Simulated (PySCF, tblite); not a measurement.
# C2F4: bond homolysis, part 2 of 2

tblite 0.8.0 and PySCF 2.14.0. Atoms count from 0. Earlier steps stand in the parts before.

## 8. Vibrational analysis with GFN2-xTB

Job settings and geometry (Å):

```
{"job": {"kind": "ir", "xc": "GFN2-xTB", "basis": "xTB"}, "charge": 0, "multiplicity": 2}
C     -0.632610    -0.032107    -0.065343
F     -1.522511    -0.108116    -1.014312
C      0.667656     0.027360    -0.051266
F      1.479217     0.024922    -1.122268
F      1.384824     0.100596     1.054311
```

What it wrote:

```text
mode    cm-1     km/mol
  1     174.2      4.64
  2     205.7      0.78
  3     392.8     35.45
  4     430.8      7.19
  5     538.2      3.44
  6     861.8     35.67
  7    1091.7    203.50
  8    1221.6    408.69
  9    1850.5     11.41
ZPE 40.478  H(298)-E 55.784  G(298)-E -35.406 kJ/mol  S 305.85 J/(mol K)
```

Wall time 0.09 s (1 thread of Arm Neoverse V1, shared host).

The strongest bands and the atoms that carry them (share of the mass-weighted mode):

| cm⁻¹ | km/mol | atoms |
| --- | --- | --- |
| 174 | 4.6 | F1 40 %, F3 39 % |
| 393 | 35.5 | C2 77 %, F4 14 % |
| 431 | 7.2 | F4 43 %, F3 29 %, F1 15 % |
| 538 | 3.4 | F4 34 %, C0 29 %, F1 14 %, F3 12 % |
| 862 | 35.7 | F3 42 %, C0 31 %, F4 15 % |
| 1092 | 203.5 | C2 61 %, C0 11 %, F4 11 % |
| 1222 | 408.7 | C2 37 %, C0 25 %, F1 23 %, F4 15 % |
| 1850 | 11.4 | C0 53 %, C2 43 % |

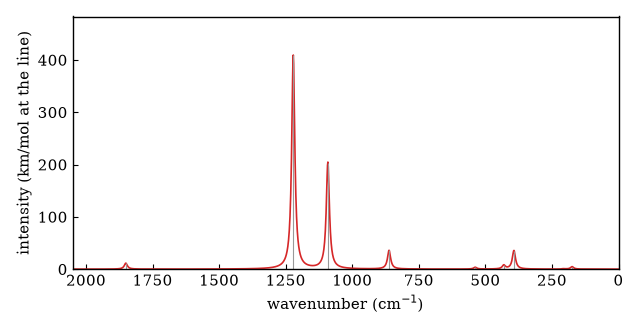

The infrared spectrum from these modes, unscaled. Lines are broadened to a width of 14 cm⁻¹ (Lorentzian).

## 9. Relaxing the molecule at PBE0-D3(BJ)/def2-SVP

This step treats C2F3 radical, labelled `F[C]=C(F)F` (the label fixes atoms and charge, not where charge and spin sit).

Job settings and geometry (Å):

```
{"job": {"xc": "PBE0", "basis": "def2-SVP", "d3": "d3bj", "grid": 1, "kind": "geom"}, "charge": 0, "multiplicity": 2}
C     -0.632610    -0.032107    -0.065343
F     -1.522511    -0.108116    -1.014312
C      0.667656     0.027360    -0.051266
F      1.479217     0.024922    -1.122268
F      1.384824     0.100596     1.054311
```

What it wrote:

```text
step   0  E = -374.93711765  max force = 0.044139
step   1  E = -374.93668510  max force = 0.025234
step   2  E = -374.93841245  max force = 0.007356
step   3  E = -374.93878220  max force = 0.003218
step   4  E = -374.93883143  max force = 0.000873
step   5  E = -374.93883527  max force = 0.000372
step   6  E = -374.93884177  max force = 0.001539
step   7  E = -374.93884453  max force = 0.001108
step   8  E = -374.93884552  max force = 0.000273
optimisation converged
```

Run time: 17 s. Hardware: 1 thread of Arm Neoverse V1, shared host.

The steps of the relaxation: (the energy doesn't fall at every step)

| step | energy from step 0 (eV) | largest force component (eV/Å) |
| --- | --- | --- |
| 0 | 0.0000 | 2.2697 |
| 1 | 0.0118 | 1.2976 |
| 2 | -0.0352 | 0.3783 |
| 3 | -0.0453 | 0.1655 |
| 4 | -0.0466 | 0.0449 |
| 5 | -0.0467 | 0.0191 |
| 6 | -0.0469 | 0.0791 |
| 7 | -0.0470 | 0.0570 |
| 8 | -0.0470 | 0.0140 |

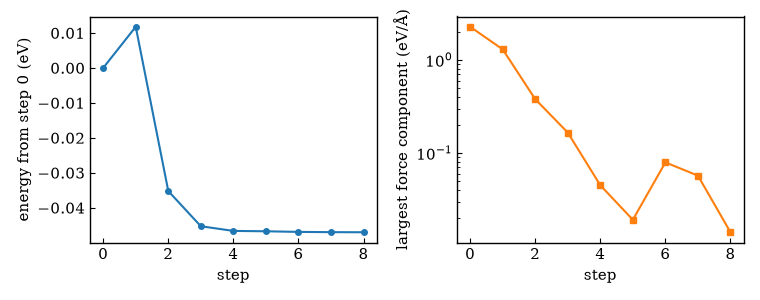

Energy and force, step by step.

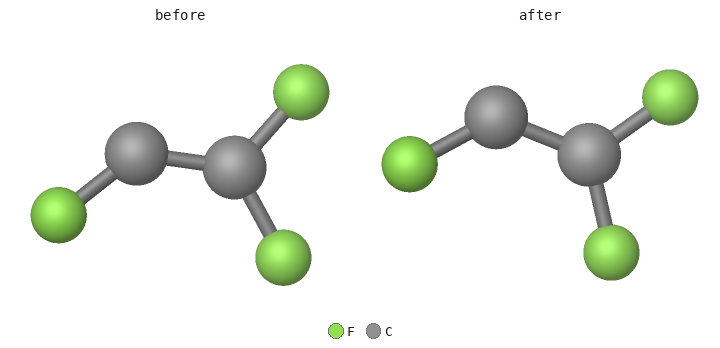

The geometry before (left) and after (right).

Close pairs (by a distance rule), those that changed most:

| bond | before (Å) | after (Å) | change (Å) |
| --- | --- | --- | --- |
| C2–F3 | 1.344 | 1.314 | -0.029 |
| C0–C2 | 1.302 | 1.321 | +0.019 |
| C2–F4 | 1.320 | 1.308 | -0.011 |
| C0–F1 | 1.303 | 1.295 | -0.008 |

The end geometry stands in the next job.

| at the end point | value |
| --- | --- |
| point group (found at 0.08 Å tolerance) | Cs |
| rotational constants (GHz, main isotopes) | 11.367, 3.773, 2.833 |
| dipole moment (D) | 0.28 |
| ⟨S²⟩ | 0.765 |

## 10. Harmonic vibrations (C2F3 radical): PBE0-D3(BJ)/def2-SVP

Job settings and geometry (Å):

```
{"job": {"xc": "PBE0", "basis": "def2-SVP", "d3": "d3bj", "grid": 2, "kind": "hessian"}, "charge": 0, "multiplicity": 2}
C     -0.572588    -0.047509     0.160594
F     -1.604739    -0.146414    -0.615291
C      0.710163     0.037243    -0.142010
F      1.193770     0.040040    -1.364132
F      1.651355     0.129599     0.762135
```

What it wrote:

```text
coarse grid: 5432 points
cycle   1  E = -374.8072294702  dE =  8.768e-01  |g| = 4.895e-01  |ddm| = 1.913e+00
cycle   2  E = -374.7173082082  dE =  8.992e-02  |g| = 7.193e-01  |ddm| = 8.221e-01
cycle   3  E = -374.8902473504  dE = -1.729e-01  |g| = 5.671e-02  |ddm| = 5.338e-01
cycle   4  E = -374.8912054615  dE = -9.581e-04  |g| = 2.819e-02  |ddm| = 6.005e-02
cycle   5  E = -374.8915380108  dE = -3.325e-04  |g| = 8.996e-03  |ddm| = 2.666e-02
cycle   6  E = -374.8916261490  dE = -8.814e-05  |g| = 3.114e-03  |ddm| = 1.603e-02
cycle   7  E = -374.8916668929  dE = -4.074e-05  |g| = 1.970e-03  |ddm| = 1.419e-02
cycle   8  E = -374.8916803521  dE = -1.346e-05  |g| = 1.239e-03  |ddm| = 9.576e-03
cycle   9  E = -374.8916828765  dE = -2.524e-06  |g| = 4.336e-04  |ddm| = 4.288e-03
final grid: 57232 points
cycle  10  E = -374.9387750223  dE = -1.267e-05  |g| = 3.049e-03  |ddm| = 7.101e-03
cycle  11  E = -374.9387709717  dE =  4.051e-06  |g| = 4.644e-03  |ddm| = 5.521e-03
cycle  12  E = -374.9387785915  dE = -7.620e-06  |g| = 2.282e-04  |ddm| = 3.469e-03
cycle  13  E = -374.9387786177  dE = -2.621e-08  |g| = 1.159e-04  |ddm| = 3.141e-04
cycle  14  E = -374.9387786276  dE = -9.929e-09  |g| = 5.516e-05  |ddm| = 1.675e-04
cycle  15  E = -374.9387786335  dE = -5.895e-09  |g| = 2.628e-05  |ddm| = 1.409e-04
cycle  16  E = -374.9387786365  dE = -2.937e-09  |g| = 2.058e-05  |ddm| = 1.436e-04
cycle  17  E = -374.9387786372  dE = -7.112e-10  |g| = 6.060e-06  |ddm| = 6.948e-05
cycle  18  E = -374.9387786373  dE = -8.481e-11  |g| = 1.804e-06  |ddm| = 2.905e-05
converged SCF energy = -374.9387786373

mode    cm-1
  1     210.9
  2     277.4
  3     494.7
  4     520.9
  5     629.4
  6     953.0
  7    1301.5
  8    1370.7
  9    1909.2
ZPE 45.863  H(298)-E 60.082  G(298)-E -28.884 kJ/mol  S 298.39 J/(mol K)
```

Run time: 43 s. Hardware: 1 thread of Arm Neoverse V1, shared host; peak memory 1.1 GiB.

Zero-point energy 45.86 kJ/mol (xTB gave 40.48).

## 11. Single point (C₂F₃ radical): M06-2X/def2-TZVP

Geometry: PBE0-D3(BJ)/def2-SVP.

Job settings and geometry (Å):

```
{"job": {"kind": "sp", "xc": "M06-2X", "basis": "def2-TZVP", "grid": 3}, "charge": 0, "multiplicity": 2}
C     -0.572588    -0.047509     0.160594
F     -1.604739    -0.146414    -0.615291
C      0.710163     0.037243    -0.142010
F      1.193770     0.040040    -1.364132
F      1.651355     0.129599     0.762135
```

What it wrote:

```text
coarse grid: 26264 points
cycle   1  E = -375.5329414741  dE =  9.974e-01  |g| = 5.000e-01  |ddm| = 1.596e+00
cycle   2  E = -375.5195215665  dE =  1.342e-02  |g| = 5.870e-01  |ddm| = 5.387e-01
cycle   3  E = -375.6248888381  dE = -1.054e-01  |g| = 5.990e-02  |ddm| = 2.569e-01
cycle   4  E = -375.6262299576  dE = -1.341e-03  |g| = 2.008e-02  |ddm| = 4.096e-02
cycle   5  E = -375.6265676593  dE = -3.377e-04  |g| = 1.210e-02  |ddm| = 2.728e-02
cycle   6  E = -375.6266833989  dE = -1.157e-04  |g| = 4.619e-03  |ddm| = 1.339e-02
cycle   7  E = -375.6267438930  dE = -6.049e-05  |g| = 2.169e-03  |ddm| = 1.311e-02
cycle   8  E = -375.6267616079  dE = -1.771e-05  |g| = 1.068e-03  |ddm| = 7.291e-03
cycle   9  E = -375.6267654677  dE = -3.860e-06  |g| = 7.033e-04  |ddm| = 3.584e-03
final grid: 71024 points
cycle  10  E = -375.6273209720  dE = -6.212e-06  |g| = 1.599e-03  |ddm| = 7.819e-03
cycle  11  E = -375.6273210534  dE = -8.140e-08  |g| = 1.628e-03  |ddm| = 1.639e-03
cycle  12  E = -375.6273218535  dE = -8.001e-07  |g| = 2.032e-04  |ddm| = 7.849e-04
cycle  13  E = -375.6273219102  dE = -5.665e-08  |g| = 1.004e-04  |ddm| = 2.986e-04
cycle  14  E = -375.6273219386  dE = -2.842e-08  |g| = 5.980e-05  |ddm| = 2.255e-04
cycle  15  E = -375.6273219566  dE = -1.796e-08  |g| = 4.183e-05  |ddm| = 2.510e-04
cycle  16  E = -375.6273219615  dE = -4.959e-09  |g| = 1.582e-05  |ddm| = 1.412e-04
converged SCF energy = -375.6273219615
```

It took 15 s on 1 thread of Arm Neoverse V1, shared host; peak memory 0.6 GiB.

## 12. Bond homolysis: M06-2X/def2-TZVP

This step combines the energies above: geometries from PBE0-D3(BJ)/def2-SVP, zero-point and thermal terms from PBE0-D3(BJ)/def2-SVP.

Job settings and geometry (Å):

```
{"job": {"kind": "bd", "cap": 8, "geom": {"xc": "PBE0", "basis": "def2-SVP", "d3": "d3bj", "grid": 1}, "hess": 1, "level": {"xc": "M06-2X", "basis": "def2-TZVP", "grid": 3}}, "charge": 0, "multiplicity": 1}
F     -1.353086    -0.002969     1.121359
C     -0.662431    -0.026806     0.009655
F     -1.403429    -0.110061    -1.066059
C      0.665522     0.028120    -0.023956
F      1.354196     0.004216    -1.136731
F      1.405474     0.111481     1.052584
```

Output (the driver's rows laid out field by field):

```text
homolysis bond by bond, M06-2X/def2-TZVP // PBE0-D3(BJ)/def2-SVP

row 1
  atoms                   0 1
  elements                F C
  length                  1.309
  fragments               formula F, charge 0, multiplicity 2, smiles [F], kept yes, pieces 1; formula C2F3, charge 0, multiplicity 2, smiles F[C]=C(F)F, kept yes, pieces 1, point_group Cs, largest_spin C 0.977
  electronic              539.62
  zero_kelvin             526.98
  enthalpy                531.33
  free_energy             483.56
```

Wall time 2.3 min (1 thread of Arm Neoverse V1, shared host); peak memory 0.6 GiB.

Some single points behind these values are not shown above.

Dissociation energies (kJ/mol, gas phase, 298 K for the thermal columns):

| bond | fragments | electronic | enthalpy | free energy |
| --- | --- | --- | --- | --- |
| F0–C1 | [F] + F[C]=C(F)F | 539.6 | 531.3 | 483.6 |

## 13. Summary of results

What follows sums up all 2 parts.

```
                                    quantity                  value
   strongest single infrared mode (GFN2-xTB)  1250 cm⁻¹, 451 km/mol
                zero-point energy (GFN2-xTB)          12.4 kcal/mol
                                 point group                    D2h
        rotational constants (main isotopes)   5.54, 3.25, 2.05 GHz
bond enthalpy (ΔH), F0–C1 (M06-2X/def2-TZVP)           531.3 kJ/mol
```

**Reading.** No mode is imaginary among the 12: a minimum at this level. The strongest single mode, at 1250 cm⁻¹, is spread over many atoms; the largest shares are those of C3, C1. Unscaled tight-binding wavenumbers are off by several per cent, some by more. Its intensities can rank the bands wrongly. The optimisation took 5 steps and gained 0.021 eV; among the close pairs (by a distance rule), C3–F4 changed most, from 1.320 to 1.309 Å (PBE0/def2-SVP). The bond enthalpy (ΔH) at F0–C1 is 531.3 kJ/mol at M06-2X/def2-TZVP; zero-point and thermal terms move it by -8.3 kJ/mol from the electronic value.
